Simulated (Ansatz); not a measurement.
Base system: TaTlO$_{3}$ in the cubic perovskite structure (space group Pm-3m, No. 221; a = 4.034 Å; a cell from a computed database, its experimental status unchecked). Axes: x, y, z lie along the cube axes.

Modification: tensile biaxial strain of 2.93 % in the plane normal to [001], as in epitaxy on a mismatched substrate; the out-of-plane cell vector and the atoms relax.

Method: DFT with PBEsol, PAW potentials and a 420 eV plane-wave cutoff in Ansatz (a quantum-chemistry and plane-wave program), no SOC.

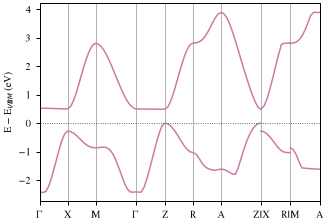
*Highest valence and lowest conduction band along the path of the changed cell's own zone*

The gap is 0.49 eV, direct at Z; the base has 0.61 eV.

Spin-orbit coupling, missing from the scalar runs, can matter with Ta and Tl. No phonon test of stability was made. Many cubic perovskites are stable only at high temperature; tilts and polar distortions were not tested. k-point labels follow each cell's own Brillouin zone.
